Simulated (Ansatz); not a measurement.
## Geometry relaxation, with input and output: ZnNH₅O₂ (part 1 of 2)

ZnNH₅O₂, computed with RKS PBE0-D4/def2-SVP (Ansatz 0.2.0).

The input holds or restrains some coordinates. It belongs to a series of runs on one base structure; here: pulled along the bonds that form and break, towards end A. Figures and captions count atoms from 1; the log counts them from 0 in places.

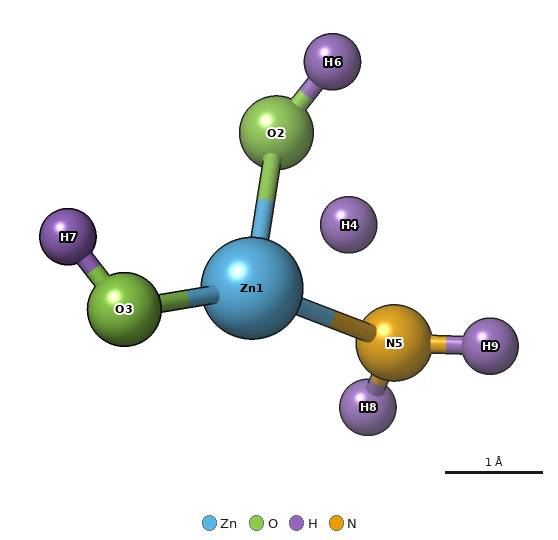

**Figure 1.** The starting structure (ball-and-stick view, seen at an oblique angle; atoms are numbered from 1 in the order of the input). Sticks mark near contacts.

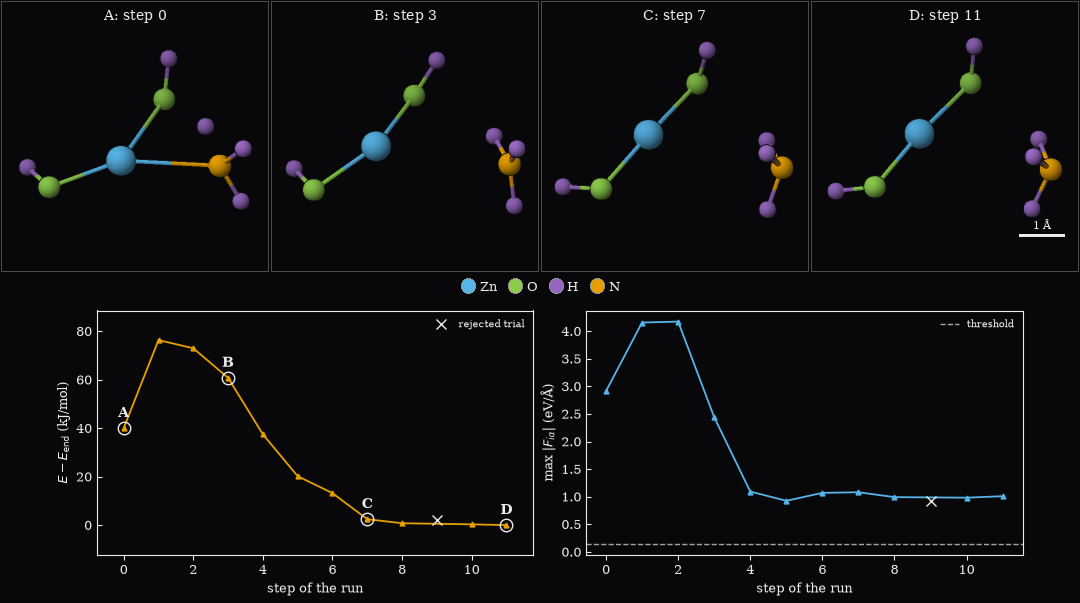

**Figure 2.** Frames of the restrained relaxation (ball-and-stick view, seen at a tilt) above the curves, on which the letters mark them (the first geometry is step 0 here and step 1 in the log).

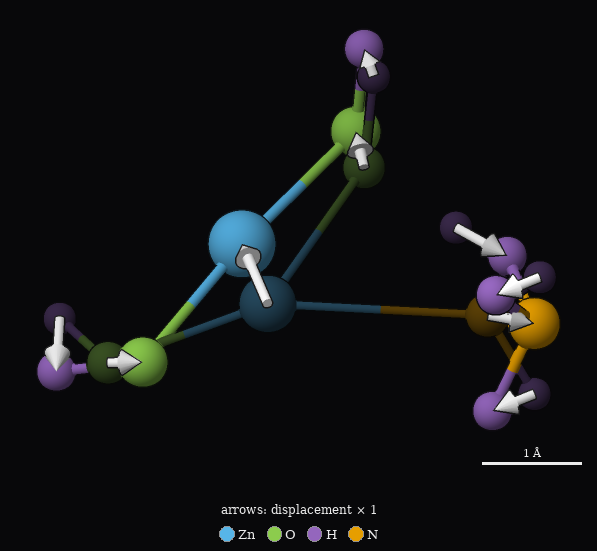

**Figure 3.** Start (faint) and end (solid) with the displacements as white arrows, at true length (ball-and-stick view, seen at a tilt). The two geometries are laid on each other by the best rigid fit. Over 11 geometry steps the energy falls by 40.0 kJ/mol. The largest force component goes from 2.9 to 1 eV/Å. The line search rejected the trial step at point 9 (counted from 0) and went back. Zn1 moves most after the best rigid fit: 1.01 Å. By element the largest moves are Zn 1.01 Å, H 0.70 Å, N 0.48 Å, O 0.44 Å. Among the contacts that change: Zn1–N5 2.252 → 3.223 Å, Zn1–O2 2.197 → 1.842 Å, H4–N5 1.342 → 1.022 Å, Zn1–O3 1.739 → 1.768 Å. New bonds form: H4–N5 (1.34 → 1.02 Å). Bonds break: Zn1–N5 (2.25 → 3.22 Å). Among the angles that change: O2–Zn1–O3 127.1° → 175.2°, Zn1–O2–H6 120.9° → 112.1°, Zn1–O3–H7 111.0° → 114.6°. (Atoms are counted from 1 in the order of the input.)

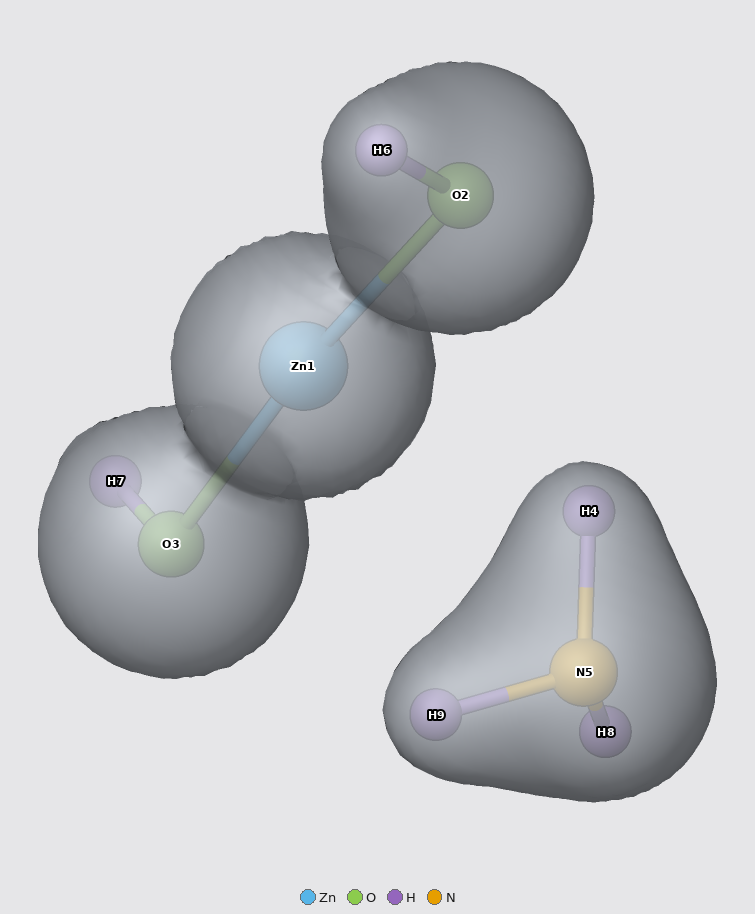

**Figure 4.** Isosurface of the total electron density at 0.6 e/Å³ (grey), seen at an oblique angle. At this value the surface falls into two separate pieces. It is pinched off along the Zn···H (2.72 Å) contacts. On the grid the lowest density along these lines, outside the cores, is 0.08 e/Å³ (Zn···H, 2.72 Å), 0.87 e/Å³ (Zn–O, 1.77 Å), 2.3 e/Å³ (O–H, 0.96 Å) and 0.74 e/Å³ (Zn–O, 1.84 Å).

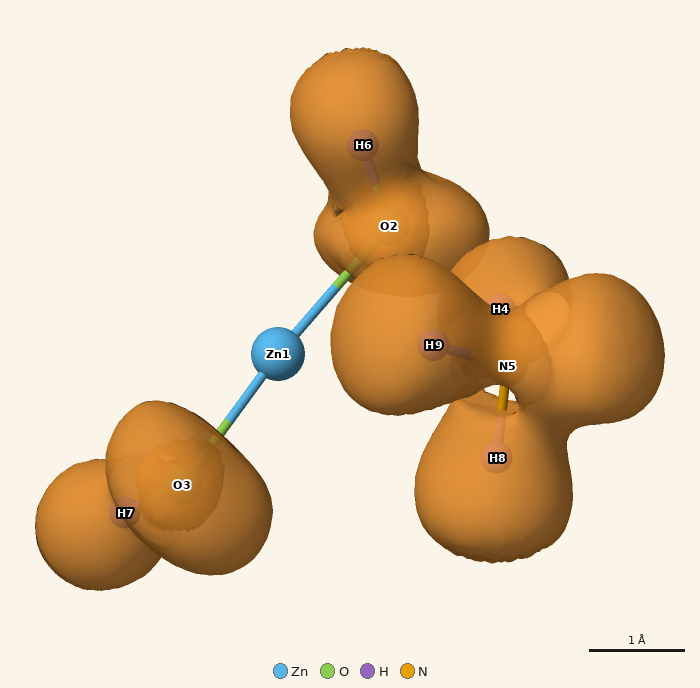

**Figure 5.** Isosurface of the ELF at 0.75 (orange), seen at a tilt. Core shells and regions of very low density are left out. Values along the shortest contacts: Zn–O (1.77 Å): the ELF peaks at about 0.85 in the valence shell of O, 0.6 Å from its nucleus, and is about 0.20 at the midpoint.

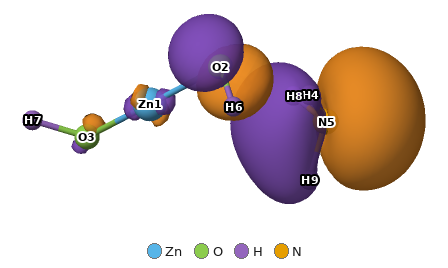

**Figure 6.** The HOMO at ±0.1 Å⁻³ᐟ² (orange and purple are the two phases), seen from the side. Its energy is −7.09 eV.

The input that produced these results follows, with the program's output.

## Input
```yaml
crystal:
  periodic: [false, false, false]
  atoms:
    - { symbol: Zn, position_ang: [-0.6618, 0.3497, -0.6829] }
    - { symbol: O, position_ang: [1.4488, 0.2735, -0.079] }
    - { symbol: O, position_ang: [-1.2874, 0.6459, -2.2783] }
    - { symbol: H, position_ang: [0.795, -0.3526, 0.8237] }
    - { symbol: "N", position_ang: [-0.4092, -0.7377, 1.273] }
    - { symbol: H, position_ang: [1.8625, 1.0174, 0.3608] }
    - { symbol: H, position_ang: [-0.5868, 0.9005, -2.8799] }
    - { symbol: H, position_ang: [-0.5104, -1.7407, 1.2901] }
    - { symbol: H, position_ang: [-0.6505, -0.3561, 2.1725] }
basis:
  gaussian: { orbitals: def2-SVP }
hamiltonian:
  xc: pbe0
  dispersion: d4
relax:
  f_tol: 0.15
  max_steps: 25
  restrain:
    - { distance: [0, 4], at: 3.23, k: 30.0 }
    - { distance: [3, 1], at: 2.27, k: 30.0 }
    - { distance: [0, 1], at: 1.88, k: 30.0 }
    - { distance: [3, 4], at: 1.02, k: 30.0 }
output:
  orbitals: {}
```

Launched with:
```bash
ansatz run input.yaml --threads 2 --pin off --max-ram 3072MiB --backend cpu --events-out ev --progress --plain --runs-dir out
```

## Log
```
The last accepted step is kept in [file] (removed where the run ends without a failure and the disk answers)
Engine: ansatz 0.2.0, x86_64-unknown-linux-gnu
Functional definition: PBE0
  parameter a = 0.25
  parameter kappa = 0.804
  parameter beta = 0.06672455060314922
  exchange = (1 - a)*pbe_x(kappa = kappa, mu = beta*pi^2/3) + a*exact_x
  correlation = pbe_c(beta = beta)
1033 factors; integrals over basis functions are off by at most 3.2e-4 eV
mean field evaluation 1: about -54047.9116 eV, gradient 8.6e1 eV
mean field evaluation 2: about -54022.4499 eV, gradient 1.4e2 eV
mean field evaluation 4: about -54061.0058 eV, gradient 8.8e0 eV
mean field evaluation 8: about -54061.2280 eV, gradient 1.5e-1 eV
mean field evaluation 16: about -54061.2281 eV, gradient 8.3e-6 eV
mean field -54061.22807170 eV, -1986.7134876185 hartree, gradient 8.3e-6 eV, S^2 0.000000; 0 other end points of the search recorded, 0 dependent functions left out
the calculation of the forces begins
reference -54061.22810749 eV, -1986.7134889338 hartree; 29, 29 occupied and 69, 69 virtual orbitals, 1033 factors
relax step   1: F+E_penalty+E_count = -54061.33160038 eV  Δ(F+E_penalty+E_count) = +0.000e0 eV  max|allowed force component| = 2.913e0 eV/Å  E_restraint = 32.15073784 eV  max|allowed force component, restraints' pulls added| = 2.450e1 eV/Å  Δτ_max = 0.0000 Å  (27 SCF iters, accepted)
  distance Zn 0 - N 4 = 2.2521 Å
  distance H 3 - O 1 = 1.2784 Å
  distance Zn 0 - O 1 = 2.1966 Å
  distance H 3 - N 4 = 1.3417 Å
these checks for a lower state are left out or cut short: starts, cluster_reference, orbital_swaps, neighbouring_geometries, increment
1033 factors; integrals over basis functions are off by at most 5.8e-4 eV
mean field -54060.85362305 eV, -1986.6997268844 hartree, gradient 1.0e-5 eV, S^2 0.000000; 0 other end points of the search recorded, 0 dependent functions left out
[... from here on the field's lines of each further geometry are left out, up to the last ...]
relax step   2: F+E_penalty+E_count = -54060.95532215 eV  Δ(F+E_penalty+E_count) = +3.763e-1 eV  max|allowed force component| = 4.156e0 eV/Å  E_restraint = 14.51310059 eV  max|allowed force component, restraints' pulls added| = 1.712e1 eV/Å  Δτ_max = 0.1949 Å  (37 SCF iters, accepted)
relax step   3: F+E_penalty+E_count = -54060.99021771 eV  Δ(F+E_penalty+E_count) = -3.490e-2 eV  max|allowed force component| = 4.173e0 eV/Å  E_restraint = 4.74114468 eV  max|allowed force component, restraints' pulls added| = 9.086e0 eV/Å  Δτ_max = 0.1948 Å  (32 SCF iters, accepted)
relax step   4: F+E_penalty+E_count = -54061.11680090 eV  Δ(F+E_penalty+E_count) = -1.266e-1 eV  max|allowed force component| = 2.441e0 eV/Å  E_restraint = 0.41583445 eV  max|allowed force component, restraints' pulls added| = 3.354e0 eV/Å  Δτ_max = 0.1947 Å  (30 SCF iters, accepted)
relax step   5: F+E_penalty+E_count = -54061.35838231 eV  Δ(F+E_penalty+E_count) = -2.416e-1 eV  max|allowed force component| = 1.094e0 eV/Å  E_restraint = 0.02847139 eV  max|allowed force component, restraints' pulls added| = 1.190e0 eV/Å  Δτ_max = 0.1975 Å  (31 SCF iters, accepted)
relax step   6: F+E_penalty+E_count = -54061.53731261 eV  Δ(F+E_penalty+E_count) = -1.789e-1 eV  max|allowed force component| = 9.255e-1 eV/Å  E_restraint = 0.02383444 eV  max|allowed force component, restraints' pulls added| = 8.142e-1 eV/Å  Δτ_max = 0.2000 Å  (30 SCF iters, accepted)
relax step   7: F+E_penalty+E_count = -54061.60982914 eV  Δ(F+E_penalty+E_count) = -7.252e-2 eV  max|allowed force component| = 1.070e0 eV/Å  E_restraint = 0.01405810 eV  max|allowed force component, restraints' pulls added| = 8.281e-1 eV/Å  Δτ_max = 0.1911 Å  (30 SCF iters, accepted)
relax step   8: F+E_penalty+E_count = -54061.72128056 eV  Δ(F+E_penalty+E_count) = -1.115e-1 eV  max|allowed force component| = 1.081e0 eV/Å  E_restraint = 0.01973094 eV  max|allowed force component, restraints' pulls added| = 3.918e-1 eV/Å  Δτ_max = 0.2000 Å  (29 SCF iters, accepted)
relax step   9: F+E_penalty+E_count = -54061.73846597 eV  Δ(F+E_penalty+E_count) = -1.719e-2 eV  max|allowed force component| = 9.925e-1 eV/Å  E_restraint = 0.02228746 eV  max|allowed force component, restraints' pulls added| = 9.666e-2 eV/Å  Δτ_max = 0.1999 Å  (29 SCF iters, accepted)
relax step  10: F+E_penalty+E_count = -54061.72597442 eV  Δ(F+E_penalty+E_count) = +1.249e-2 eV  max|allowed force component| = 9.270e-1 eV/Å  E_restraint = 0.02234223 eV  max|allowed force component, restraints' pulls added| = 7.306e-1 eV/Å  Δτ_max = 0.1949 Å  (30 SCF iters, rejected (line search))
relax step  11: F+E_penalty+E_count = -54061.74330013 eV  Δ(F+E_penalty+E_count) = -4.834e-3 eV  max|allowed force component| = 9.824e-1 eV/Å  E_restraint = 0.02161703 eV  max|allowed force component, restraints' pulls added| = 1.698e-1 eV/Å  Δτ_max = 0.0953 Å  (31 SCF iters, accepted)
the calculation of the forces begins
reference -54061.65129876 eV, -1986.7290409260 hartree; 29, 29 occupied and 69, 69 virtual orbitals, 1033 factors
```
